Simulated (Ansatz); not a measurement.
# GaSiH7O (SMILES [SiH3][OH+][GaH3-]): methods side by side

GaSiH7O has 10 atoms, charge 0, and is taken as a singlet. SMILES: `[SiH3][OH+][GaH3-]`. The shape is that of a PBE0-D4/def2-TZVP optimisation.

Each level gives the electronic atomisation energy (eV). The values are calculated. Electronic energies at fixed atoms, without zero-point motion or spin-orbit coupling.

| level | kind | program | value (eV) | CPU time (all runs) |
| --- | --- | --- | --- | --- |
| HF/6-31G* (spherical functions) | Hartree–Fock | Ansatz | 21.05 | 3.3 s |
| r2SCAN/6-31G* (spherical functions) | meta-GGA | Ansatz | 28.51 | 33 s |
| BHLYP/6-31G* (spherical functions) | global hybrid | Ansatz | 27.77 | 13 s |
| r2SCAN0/6-31G* (spherical functions) | hybrid meta-GGA | Ansatz | 28.22 | 27 s |
| CAM-B3LYP/6-31G* (spherical functions) | range-separated hybrid | Ansatz | 28.62 | 14 s |
| HSE06/6-31G* (spherical functions) | range-separated hybrid | Ansatz | 27.86 | 22 s |
| B2PLYP/6-31G* (spherical functions) | double hybrid | Ansatz | 27.38 | 16 s |
| PBE-QIDH/6-31G* (spherical functions) | double hybrid | Ansatz | 27.19 | 16 s |

All-electron rows without a relativistic Hamiltonian named are non-relativistic. The values span 21.05 to 28.62 eV. CPU times are rough (shared hosts, several kinds of processor and program).

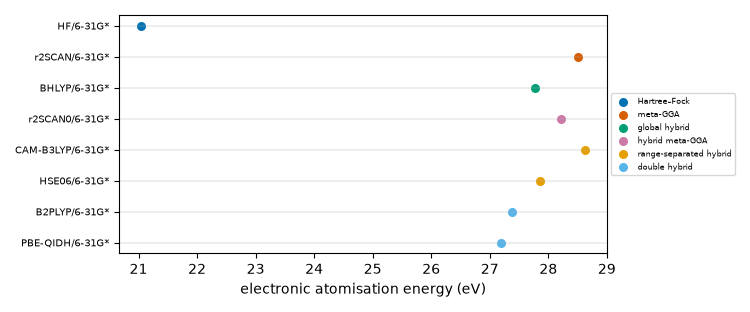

The values of the table, level by level.
